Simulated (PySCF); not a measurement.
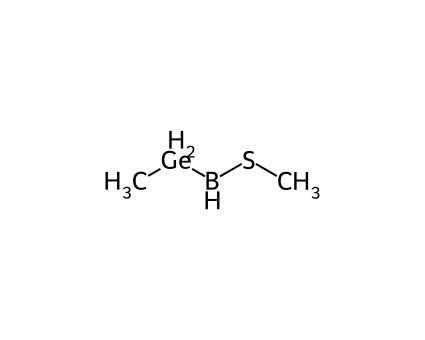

Structural formula above. The geometry was computed by an optimisation with PBE0-D3(BJ)/def2-SVP. No frequency run is at hand to confirm it as a minimum.

Describe the 3D structure.

Formula C2H9BGeS. Its SMILES string is `CS[BH][GeH2][CH3]`. Among its groups: B–H bond. The point group is C1. Coordination: 2 C tetrahedral; 1 S bent; 1 B trigonal planar; 1 Ge tetrahedral.

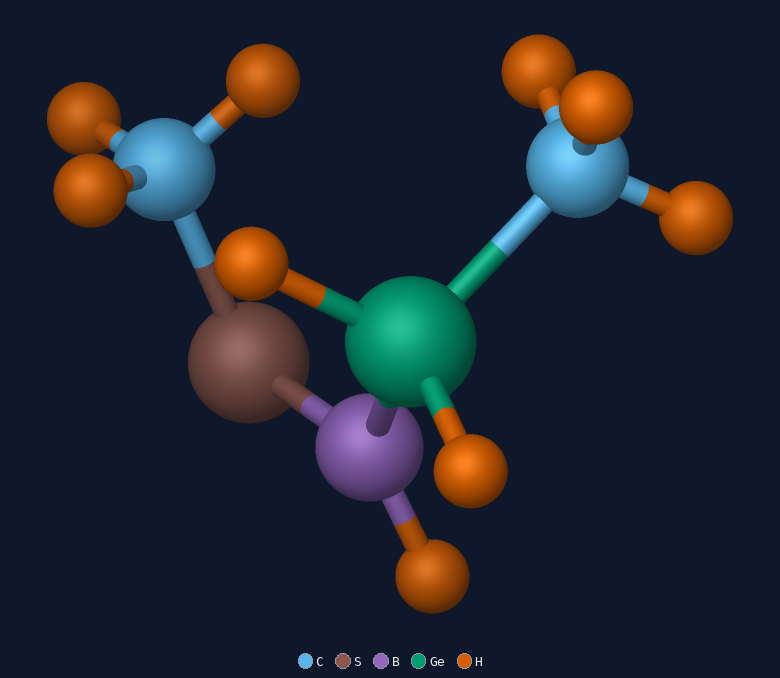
